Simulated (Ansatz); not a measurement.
## Electronic structure of H5NSi in real space

Input file:

```
crystal:
  periodic: [false, false, false]
  atoms:
    - {symbol: Si, position_ang: [-0.105165, -0.166409, 0.629190]}
    - {symbol: H, position_ang: [0.346616, -1.557444, 0.890767]}
    - {symbol: N, position_ang: [0.056633, 0.133422, -1.056848]}
    - {symbol: H, position_ang: [-1.539072, -0.009388, 0.985189]}
    - {symbol: H, position_ang: [0.677264, 0.731778, 1.531084]}
    - {symbol: H, position_ang: [0.921418, -0.091503, -1.521870]}
    - {symbol: H, position_ang: [-0.357692, 0.959544, -1.457512]}
basis:
  gaussian: {orbitals: def2-TZVPP}
hamiltonian: {xc: pbe0, dispersion: d4}
output: {orbitals: {seedname: orbitals}}
```

Run with:

```sh
ansatz run in.yaml --threads 2 --pin off --events-out ev --progress --plain --max-ram 4352MiB
```

The product side of a reaction path; geometry: PBE0-D4/def2-TZVP.

These are results of RKS PBE0-D4/def2-TZVPP (Ansatz 0.2.0), not measurements.

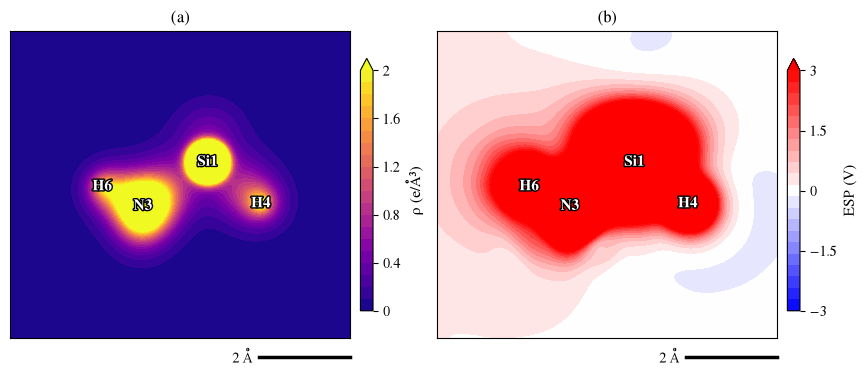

Figure 1. (a) total electron density; (b) electrostatic potential on the plane of atoms N3, Si1 and H4.

### Interpret the plot.

The plane passes through Si, N and H nuclei. Si–N (1.72 Å): ρ at the midpoint is about 1.1 e/Å³. N–H (1.01 Å): ρ is about 2.9 e/Å³ halfway. Si–H (1.49 Å): ρ at the midpoint is about 0.81 e/Å³. The potential has no marked negative region in this plane.

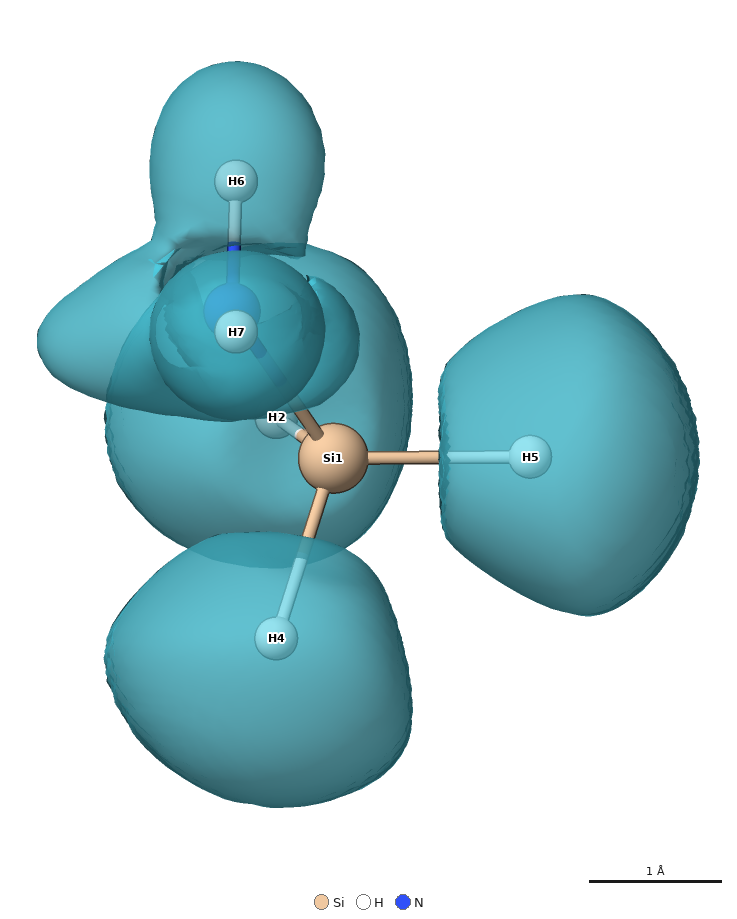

Figure 2. Isosurface of the ELF at 0.8 (cyan), seen at an oblique angle. Core shells and regions of very low density are left out.

### Identify the bonds, lone pairs and shells in this picture.

At this value the surface marks out three regions around hydrogen nuclei and one joined region spread over several atoms (H, N), in which their bonds and any lone pairs are merged. Along the contacts the grid gives the following. Si–N (1.72 Å): the ELF peaks at about 0.90 between the atoms; a shared but strongly polarised pair. N–H (1.01 Å): the ELF climbs to about 1 towards the hydrogen, as it does in any bond to H: a covalent bond by its length.

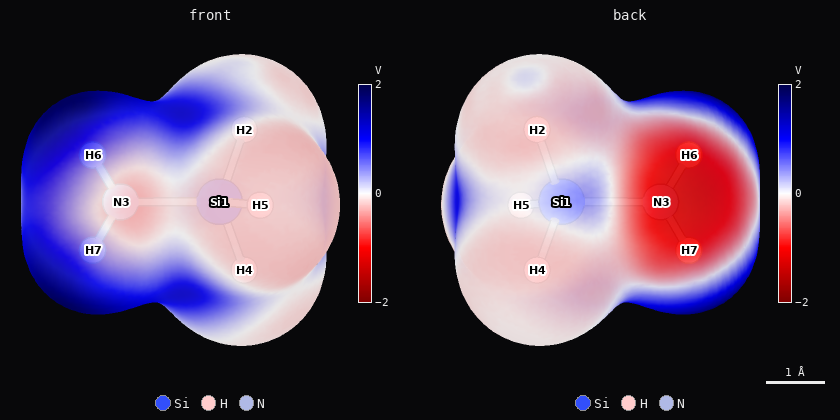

Figure 3. The electrostatic potential painted on the density surface at 0.002 e/bohr³, seen from the front and from behind; red is negative and blue positive.

### Describe the electrostatic potential map.

The most negative region (about −1.3 V) lies over N3, the most positive (about +1.9 V) over H6 and H7. N3 is the likeliest acceptor of a hydrogen bond.
